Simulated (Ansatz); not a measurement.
```xyz
6

B    -0.3132   -0.8670   -0.1015
F     0.1733   -1.1474    1.0841
F     0.4265   -1.0376   -1.1709
F    -1.5462   -0.4364   -0.2193
H     0.7632    1.6498    0.5398
H     0.4965    1.8385   -0.1322
```

The reactant side of a reaction path; geometry: PBE0-D4/def2-TZVP.

These are results of Ansatz 0.2.0, RKS PBE0-D4/def2-TZVPP, not measurements.

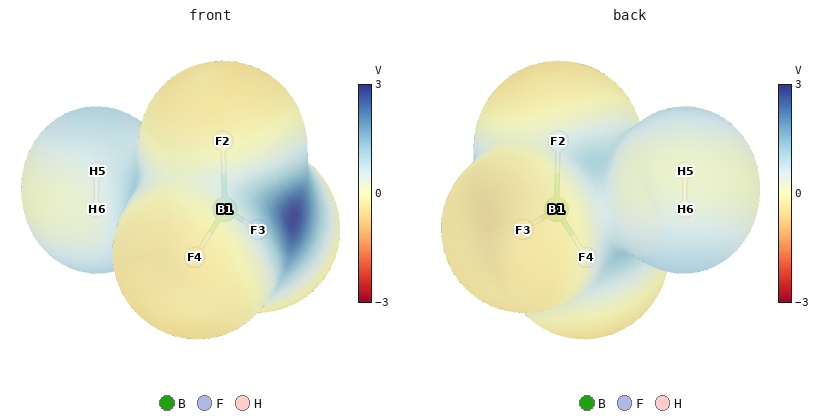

BF3···H2. The electrostatic potential painted on the density surface at 0.002 e/bohr³, seen from the front and from behind; the colour scale runs from red (negative) to blue (positive).

Question: Which sites attract a positive test charge, and which a negative one?

Answer: A positive charge is drawn to the negative regions and a negative charge to the positive ones. The most negative region (about −0.4 V) lies over F2, F3 and F4, the most positive (about +2.8 V) over B1.
